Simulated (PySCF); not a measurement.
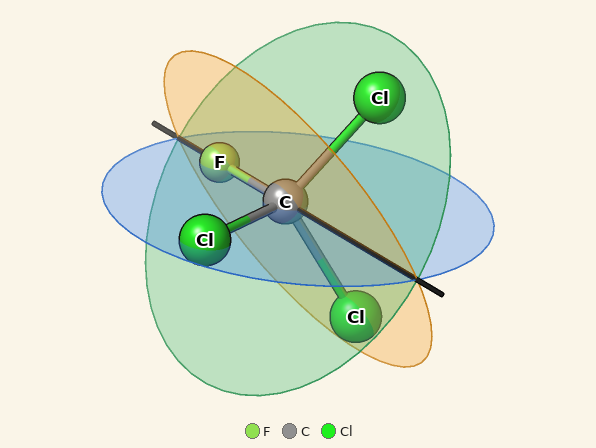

All proper rotation axes (lines) and mirror planes (discs) of the structure are drawn in. Distant atoms are faded towards the background colour. Computed geometry: PBE0-D3(BJ)/def2-SVP optimisation. No frequency run is at hand to confirm it as a minimum.

**Name the symmetry elements and the point group.**

It has 1 C3 axis and 3 mirror planes. Point group C3v. The group has 6 operations. The geometry is achiral, and symmetry allows a dipole moment.
